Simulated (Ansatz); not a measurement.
# Ligand exchange: C2H2FI + IBr → C2HFI2 + HBr

Gas-phase species: C2H2FI `F/C=C/I`, singlet; IBr, singlet; C2HFI2 `F/C(I)=C\I`, singlet; HBr (hydrogen bromide), singlet. The partners trade H for I: C–H and Br–I bonds give way to C–I and Br–H.

Shapes, held fixed at every level: PBE0-D4/def2-TZVP. Programs: Ansatz 0.2.0. The zero-point and thermal change to 298 K, harmonic and unscaled (PBE0-D4/def2-TZVP), is -10.0 kJ/mol.

| level | kind | ΔH(298 K) (kJ/mol) | less CCSD(T)/def2-TZVPP |
| --- | --- | --- | --- |
| SPW92/def2-TZVPP | LDA | -12.7 | -2.4 |
| r2SCAN-D4/def2-TZVPP | meta-GGA | -4.6 | +5.7 |
| B3LYP-D4/def2-TZVPP | global hybrid | +6.4 | +16.7 |
| PBE0-D4/def2-TZVPP | global hybrid | +1.0 | +11.3 |
| r2SCAN0-D4/def2-TZVPP | global hybrid | -0.9 | +9.4 |
| CCSD/def2-SVP | coupled cluster or CI | -3.2 | +7.1 |
| CCSD(T)/def2-TZVPP | coupled cluster or CI | -10.3 | 0.0 |

The highest level, CCSD(T)/def2-TZVPP, gives ΔH(298 K) = -10.3 kJ/mol; the levels span -12.7 to +6.4. They disagree on the sign: 2 of 7 are positive. The column of differences is taken from that level and isn't an error. No measured value is set beside it here. For atoms past krypton def2 sets carry core potentials with scalar relativity. Relativity is left out for Br. Outer-core shells of Br, I are correlated, in sets that cover them unevenly.

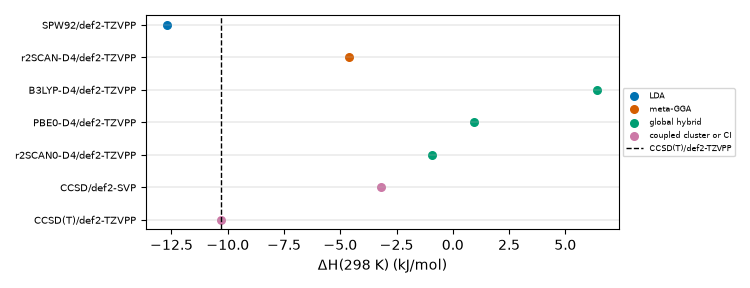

The values of the table, level by level.
